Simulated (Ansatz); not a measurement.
## Electronic structure of ClH2In in real space

Input file:

```
crystal:
  periodic: [false, false, false]
  atoms:
    - {symbol: Cl, position_ang: [-1.722671, 0.647644, -0.945697]}
    - {symbol: In, position_ang: [0.230848, -0.097867, 0.112436]}
    - {symbol: H, position_ang: [0.456784, -1.780125, -0.047692]}
    - {symbol: H, position_ang: [1.090638, 1.170048, 0.860654]}
basis:
  gaussian: {orbitals: def2-TZVPP}
hamiltonian: {xc: pbe0, dispersion: d4}
output: {orbitals: {seedname: orbitals}}
```

Run with:

```sh
ansatz run in.yaml --threads 4 --pin off --events-out ev --progress --plain --max-ram 10444MiB
```

Geometry: PBE0-D4/def2-TZVP; core potentials replace the inner electrons of In.

Theory: RKS PBE0-D4/def2-TZVPP in Ansatz.

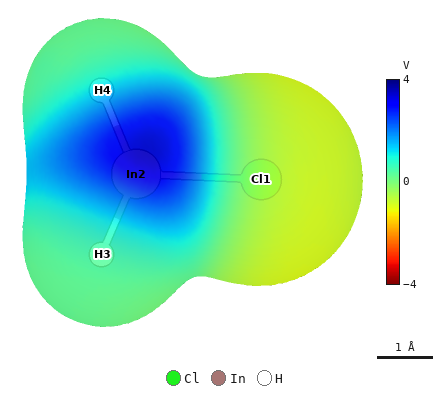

Figure 1. The electrostatic potential painted on the density surface at 0.002 e/bohr³, seen at a tilt; the colour scale runs from red (negative) to blue (positive).

Which sites attract a positive test charge, and which a negative one?

Answer. A positive charge is drawn to the negative regions and a negative charge to the positive ones. The most negative region (about −0.9 V) lies over Cl1, the most positive (about +3.4 V) over In2.

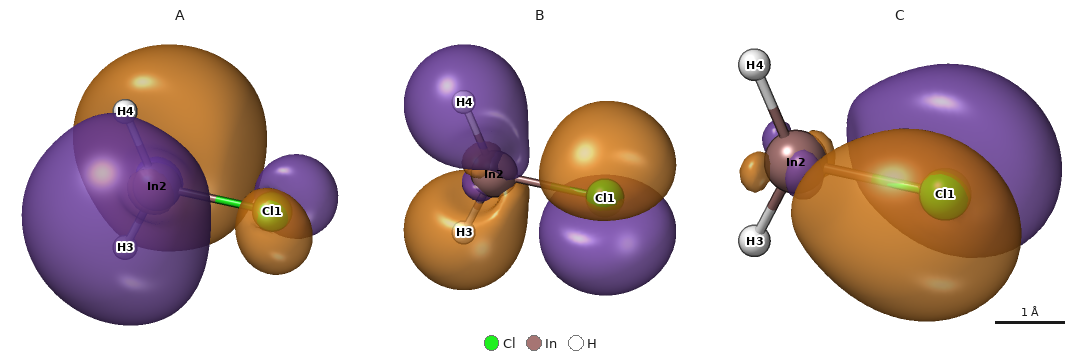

Figure 2. Three frontier orbitals at ±0.06 Å⁻³ᐟ² (orange and purple are the two phases), in no order.

Order the three orbitals by energy and name them.

Answer. C is the HOMO−1 (−8.72 eV). Its weight (Hirshfeld) is mainly on Cl1 (about 90 %) and In2 (about 10 %); it changes sign across the molecular plane (π type). B is the HOMO (−8.20 eV). By Hirshfeld shares it lies mainly on Cl1 (about 65 %), In2 (about 15 %), H3 (about 10 %) and H4 (about 10 %); it is symmetric in the molecular plane (an in-plane orbital: σ, lone-pair or in-plane π type). A is the LUMO (−1.98 eV). It lies mainly on In2 (about 85 %) and Cl1 (about 5 %); it changes sign across the molecular plane (π type).

What is the HOMO–LUMO gap?

Answer. 6.22 eV between the orbital energies.

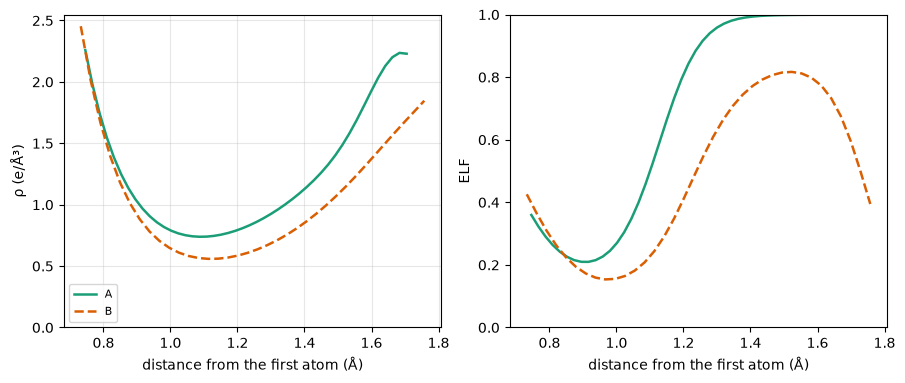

Figure 3. Electron density and ELF along straight lines between neighbouring atoms. The curves leave out the atomic cores.

Which curve belongs to which contact (In–Cl and In–H)? The first atom named is at distance zero.

Answer. Curve A: In–H (1.70 Å): ρ is about 1.3 e/Å³ halfway; the ELF climbs to about 1 towards the hydrogen. Curve B: In–Cl (2.34 Å): ρ at the midpoint is about 0.57 e/Å³; the ELF peaks at about 0.80 in the valence shell of Cl, 0.8 Å from its nucleus, and drops to about 0.15 between the two atoms.
